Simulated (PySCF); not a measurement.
## Electronic structure of C₄H₁₀FNSi (SMILES FC[C@H]1CC[SiH2]N1) in real space

```xyz
17

F     2.9558    0.7785    0.4883
C     2.0939   -0.2762    0.2907
C     0.7557    0.2241   -0.2456
C    -0.1431   -0.9402   -0.6672
C    -1.5822   -0.4323   -0.7233
Si   -1.6747    0.8274    0.6997
N     0.0330    0.9400    0.7840
H     2.5809   -0.9509   -0.4202
H     1.9675   -0.7656    1.2611
H     0.9646    0.8756   -1.1098
H    -0.0681   -1.7195    0.0940
H     0.1843   -1.3594   -1.6201
H    -2.2842   -1.2588   -0.6491
H    -1.7665    0.0580   -1.6790
H    -2.3762    2.0531    0.3029
H    -2.2120    0.2903    1.9524
H     0.5643    1.6678    1.2311
```

Geometry: GFN2-xTB.

All numbers below come from PBE0/pcSseg-1, SCF density, gas phase, non-relativistic (PySCF).

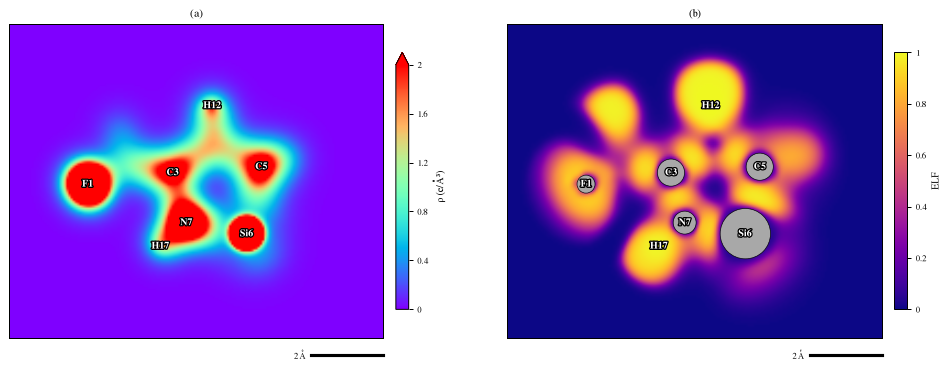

Figure 1. (a) electron density; (b) ELF on the plane of atoms C5, Si6 and N7. Grey discs cover the atomic cores in the ELF map.

> Describe what can be read from this map.

The plane passes through F, C, Si, N and H nuclei.
C–N (1.45 Å): ρ is about 1.9 e/Å³ halfway; the ELF peaks at about 0.90 between the atoms, as expected for localised, covalent bonding.
Si–N (1.71 Å): ρ at the midpoint is about 1.1 e/Å³; the ELF peaks at about 0.90 between the atoms; a shared but strongly polarised pair.
C–Si (1.90 Å): ρ is about 0.92 e/Å³ halfway; the ELF peaks at about 0.95 between the atoms; a shared electron pair.
N–H (1.01 Å): ρ is about 2.8 e/Å³ halfway; the ELF climbs to about 1 towards the hydrogen, as it does in any bond to H: an ordinary covalent bond to hydrogen.
The ELF also peaks beside F1, away from the bonds: lone-pair regions.

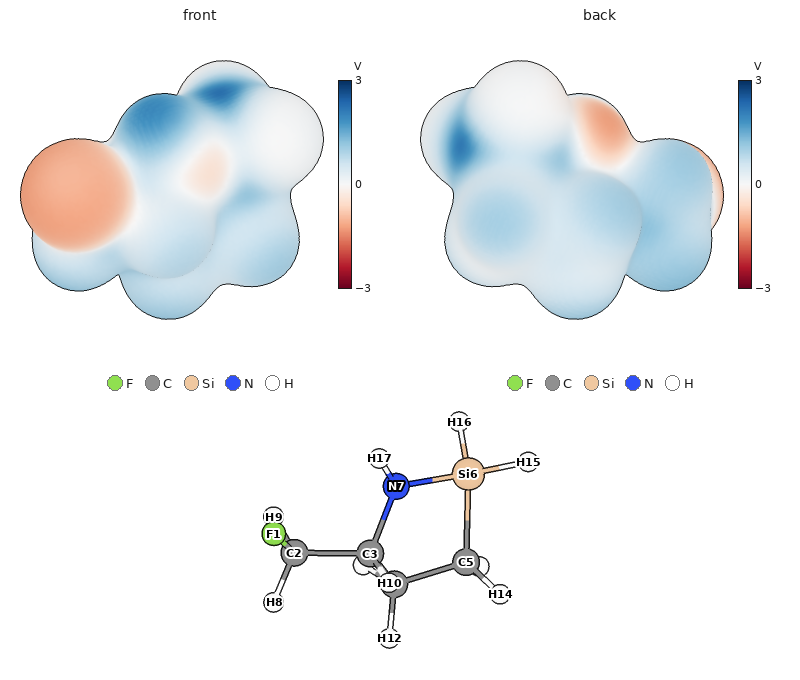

Figure 2. The electrostatic potential painted on the density surface at 0.004 e/bohr³, seen from the front and from behind; red is negative and blue positive. The bare structure is drawn below in the same view.

> Which sites attract a positive test charge, and which a negative one?

A positive charge is drawn to the negative regions and a negative charge to the positive ones. The most negative region (about −1.2 V, or −28 kcal/mol for a unit charge) lies over F1 and N7, the most positive (about +2.1 V, or +48 kcal/mol for a unit charge) over Si6.

> How polar is the molecule by this calculation?

Its dipole moment is 1.50 D.
